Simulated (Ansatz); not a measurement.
# Frequency calculation of AlPH4F2

The run: frequency calculation of AlPH4F2. Method and program: RHF/def2-SVP (Ansatz 0.2.0).

It belongs to a series of runs on one base structure; here: vibrations at the highest image of the band.

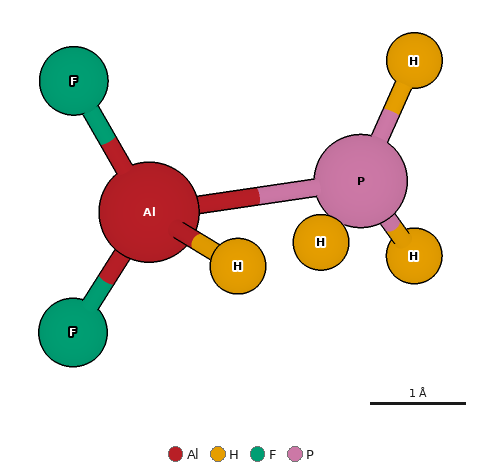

Fig. 1: The structure as given in the input (ball-and-stick view, seen at a tilt). Sticks mark near contacts.

**Input**
```yaml
crystal:
  periodic: [false, false, false]
  atoms:
    - { symbol: Al, position_ang: [0.043959, -0.182936, -0.052813] }
    - { symbol: H, position_ang: [-0.121543, -0.013005, 1.668472] }
    - { symbol: F, position_ang: [1.455861, 0.514646, -0.540903] }
    - { symbol: F, position_ang: [-1.387053, 0.186011, -0.783657] }
    - { symbol: P, position_ang: [0.247328, -2.445669, 0.674567] }
    - { symbol: H, position_ang: [-0.749718, -3.398937, 0.449303] }
    - { symbol: H, position_ang: [1.455512, -3.146742, 0.627071] }
    - { symbol: H, position_ang: [0.003353, -1.091268, 1.713959] }
basis:
  gaussian: { orbitals: def2-SVP }
hamiltonian:
  xc: hf
phonons: {}
```

Hardware: 1 thread of Arm Neoverse V1, 24 GiB of memory available, shared host.

Run as:
```bash
ansatz run input.yaml --threads 1 --pin off --max-ram 2048MiB --backend cpu --events-out ev --progress --plain --runs-dir out
```

**Log**
```
Engine: ansatz 0.2.0, aarch64-unknown-linux-gnu
Functional definition: HF
  exchange = exact_x
  correlation = 0
837 factors; integrals over basis functions are off by at most 3.3e-4 eV
mean field evaluation 1: about -21318.7951 eV, gradient 4.0e1 eV
mean field evaluation 2: about -21318.8266 eV, gradient 4.0e1 eV
mean field evaluation 4: about -21322.2875 eV, gradient 2.4e0 eV
mean field evaluation 8: about -21322.3315 eV, gradient 1.4e-1 eV
mean field -21322.33164067 eV, -783.5812349992 hartree, gradient 3.4e-5 eV, S^2 0.000000; 0 other end points of the search recorded, 0 dependent functions left out
the calculation of the forces begins
reference -21322.33164067 eV, -783.5812349992 hartree; 25, 25 occupied and 59, 59 virtual orbitals, 837 factors
these checks for a lower state are left out or cut short: stability, starts, cluster_reference, orbital_swaps, neighbouring_geometries, increment
837 factors; integrals over basis functions are off by at most 3.3e-4 eV
mean field evaluation 16: about -21322.3315 eV, gradient 2.9e-4 eV
mean field -21322.33148598 eV, -783.5812293144 hartree, gradient 2.6e-6 eV, S^2 0.000000; 0 other end points of the search recorded, 0 dependent functions left out
[... from here on the field's lines of each further geometry are left out, up to the last ...]
the calculation of the forces begins
reference -21322.33161631 eV, -783.5812341038 hartree; 25, 25 occupied and 59, 59 virtual orbitals, 837 factors
these checks for a lower state are left out or cut short: stability, starts, cluster_reference, orbital_swaps, neighbouring_geometries, increment
837 factors; integrals over basis functions are off by at most 3.3e-4 eV
mean field -21322.33161738 eV, -783.5812341431 hartree, gradient 2.7e-6 eV, S^2 0.000000; 0 other end points of the search recorded, 0 dependent functions left out
the calculation of the forces begins
reference -21322.33161738 eV, -783.5812341431 hartree; 25, 25 occupied and 59, 59 virtual orbitals, 837 factors
WARN: phonons: modes at or below zero, which the zero-point energy, F, S and C_V leave out: 1, the lowest at -1680.83 cm⁻¹. A minimum has none, and a first-order saddle one
Total energy: -21322.33164067 eV, -783.5812349992 hartree
Atom 0 at     0.043959    -0.182936    -0.052813 Å, force     0.001964     0.002978    -0.001060 eV/Å
Atom 1 at    -0.121543    -0.013005     1.668472 Å, force     0.000276    -0.000067    -0.001887 eV/Å
Atom 2 at     1.455861     0.514646    -0.540903 Å, force    -0.001247    -0.001837     0.001758 eV/Å
Atom 3 at    -1.387053     0.186011    -0.783657 Å, force    -0.000145    -0.001685     0.001983 eV/Å
Atom 4 at     0.247328    -2.445669     0.674567 Å, force    -0.002016     0.001597    -0.000545 eV/Å
Atom 5 at    -0.749718    -3.398937     0.449303 Å, force    -0.000283    -0.001085    -0.000372 eV/Å
Atom 6 at     1.455512    -3.146742     0.627071 Å, force     0.001389    -0.000406     0.000345 eV/Å
Atom 7 at     0.003353    -1.091268     1.713959 Å, force     0.000063     0.000505    -0.000221 eV/Å
Dipole moment:     0.050860    -0.725130     0.389501 e Å
Vibrations: -1680.83 92.60 187.84 209.51 301.59 434.89 439.30 521.80 657.45 808.13 987.29 1015.36 1181.18 1320.86 1466.00 1736.16 2629.53 2653.58 cm⁻¹, zero-point energy 1.031738 eV
```

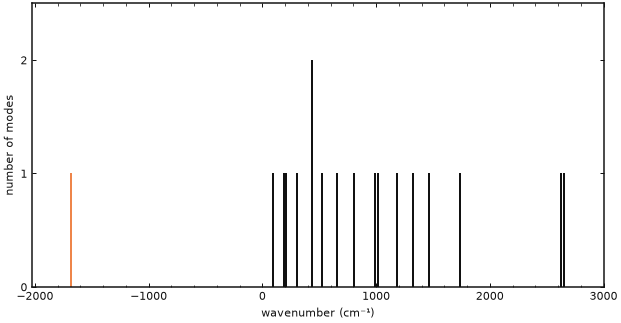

Fig. 2: Harmonic vibrational wavenumbers from the force constants; neighbouring modes closer than 20 cm⁻¹ are counted in one stick, and imaginary ones are drawn at negative wavenumbers. 18 modes from 1681i to 2654 cm⁻¹, 1 imaginary beyond 8i (1681i cm⁻¹): a first-order saddle point, if the geometry is stationary.

**Summary**

| quantity | value |
| --- | --- |
| outcome | converged |
| total energy | −21322.3316 eV |
| mean-field energy | −21322.3316 eV |
| largest force (length of the vector) | 0.004 eV/Å |
| wall time | 49 s |
| peak memory | 0.14 GiB |
